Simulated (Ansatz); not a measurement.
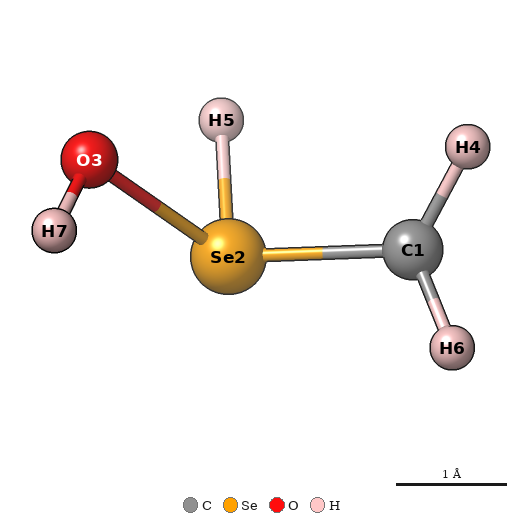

Orthographic view. Atoms fade into the background with distance from the viewer. Computed geometry: PBE0-D4/def2-TZVP optimisation. No frequency run is at hand to confirm it as a minimum.

Write a Z-matrix (Å, degrees) in the order of the atom numbers, with these reference atoms: 2 to 1; 3 to 2, 1; 4 to 1, 2, 3; 5 to 2, 1, 4; 6 to 1, 4, 2; 7 to 3, 2, 5.

```
C  
Se   1   1.757
O    2   1.893   1   117.5
H    1   1.081   2   121.5   3   -55.2
H    2   1.473   1    99.5   4    32.0
H    1   1.082   4   119.4   2  -155.4
H    3   0.964   2   106.9   5   171.5
```
